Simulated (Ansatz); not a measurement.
CH5ClGeO

The calculation's input:

```
crystal:
  periodic: [false, false, false]
  atoms:
    - { symbol: Ge, position_ang: [0.172205, -0.006174, 0.101069] }
    - { symbol: C, position_ang: [0.917938, -0.025788, 1.887898] }
    - { symbol: H, position_ang: [0.252825, -0.143555, 2.76554] }
    - { symbol: H, position_ang: [1.659214, -0.848771, 1.876489] }
    - { symbol: H, position_ang: [1.463278, 0.936232, 1.96946] }
    - { symbol: H, position_ang: [1.628464, 0.167894, -0.359491] }
    - { symbol: O, position_ang: [-0.963968, 1.341961, -0.184008] }
    - { symbol: H, position_ang: [-1.384402, 1.270508, -1.061222] }
    - { symbol: Cl, position_ang: [-0.743854, -1.845906, -0.622634] }
basis:
  gaussian: { orbitals: def2-SVP }
hamiltonian:
  xc: pbe
  dispersion: d4
relax:
  f_tol: 0.03
  max_steps: 50
output:
  orbitals: {}
```

Run with:

```sh
ansatz run input.yaml --threads 2 --pin off --max-ram 3072MiB --backend cpu --events-out ev --progress --plain --runs-dir out
```

The fields are those of the run's last geometry, not of the input's.

Theory: RKS PBE-D4/def2-SVP (Ansatz).

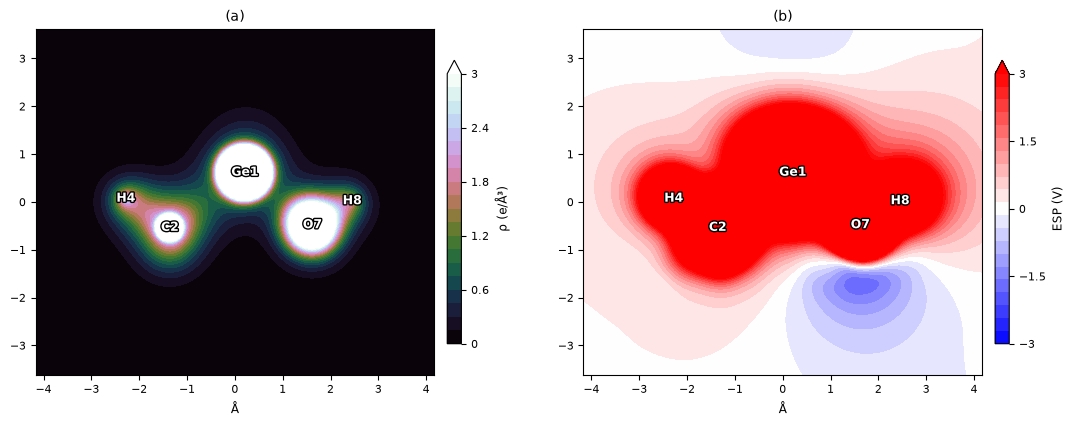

Figure 1. (a) total electron density; (b) electrostatic potential on the plane of atoms Ge1, C2 and H4.

Describe what can be read from this map.

Answer.
- Atoms in the plane: Ge, C, H and O.
- Ge–O (1.79 Å): the density is about 0.93 e/Å³ at the midpoint.
- C–Ge (1.94 Å): ρ at the midpoint is about 0.9 e/Å³.
- O–H (0.98 Å): the density is about 3.6 e/Å³ at the midpoint.
- C–H (1.11 Å): ρ at the midpoint is about 1.8 e/Å³.
- Outside the dense part of the molecule the potential is most negative (−1.8 V) near O7.

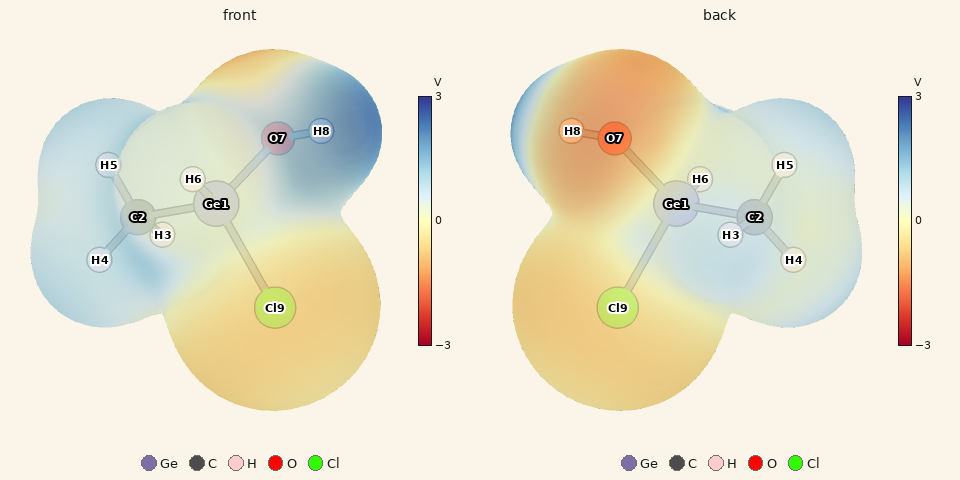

Figure 2. The electrostatic potential painted on the density surface at 0.002 e/bohr³, seen from the front and from behind; the colour scale runs from red (negative) to blue (positive).

Describe the electrostatic potential map.

Answer. The most negative region (about −1.4 V) lies over O7, the most positive (about +2.3 V) over H8. O7 is the likeliest acceptor of a hydrogen bond.

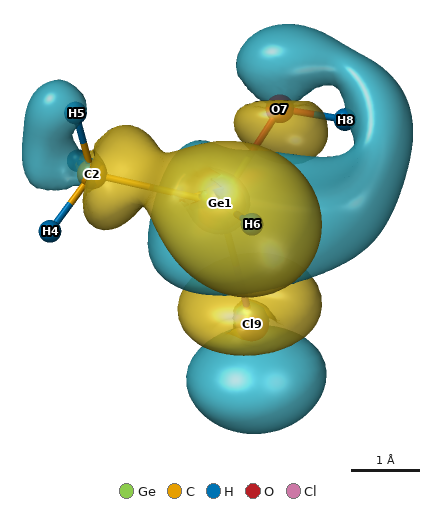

Figure 3. The LUMO at ±0.08 Å⁻³ᐟ² (yellow and cyan are the two phases), seen across its widest extent.

What is the character of this orbital?

Answer. By Hirshfeld shares it lies mainly on Ge1 (about 35 %), Cl9 (about 25 %), O7 (about 15 %) and H6 (about 10 %). Its energy is −0.48 eV.
